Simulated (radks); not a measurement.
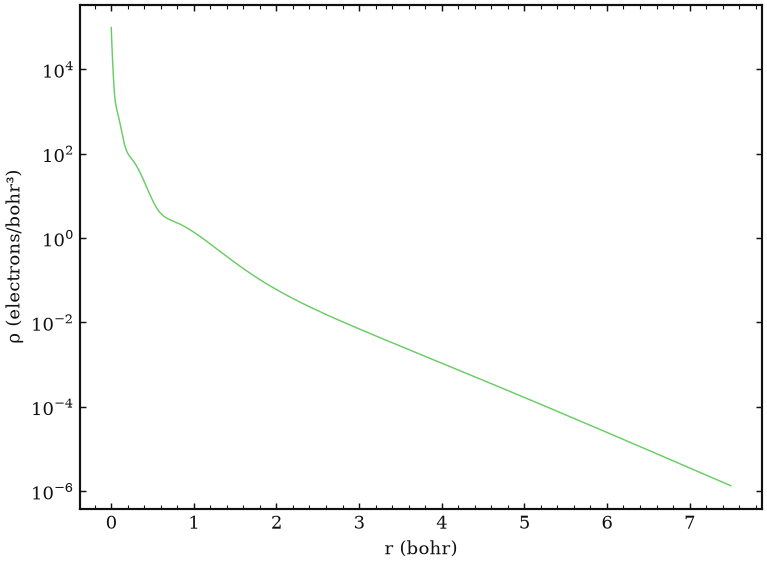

The silver ion Ag⁺; electrons: [Kr] 4d8.5 5s1.5. Theory: scalar-relativistic Kohn-Sham, BLYP, spin-unpolarised, spherical densities, point nucleus (computed with the in-house radial solver radks).

```
Z 47
configuration [Kr] 4d8.5 5s1.5
relativity scalar-relativistic
functional b88,lyp
spin unpolarised
nucleus point
c 137.035999084
```

The plot shows the electron density ρ(r) on a logarithmic scale.

Question: What does the plot show?

Answer: The density falls from 98000 electrons/bohr³ at the inner end (r = 0.0011 bohr) to 0.001 at r = 4.04 bohr, a common measure of the size of an atom or ion. The highest occupied orbital, 5s (⟨r⟩ = 2.66 bohr, −13.5 eV), is also the most diffuse and sets the fall-off far out: over the last part drawn ln ρ falls by 1.9 per bohr, against 2√(−2ε) = 2.0 for the pure exponential. The steps in the slope mark the shells; the radial density has its minima at 0.043, 0.19 and 0.65 bohr.
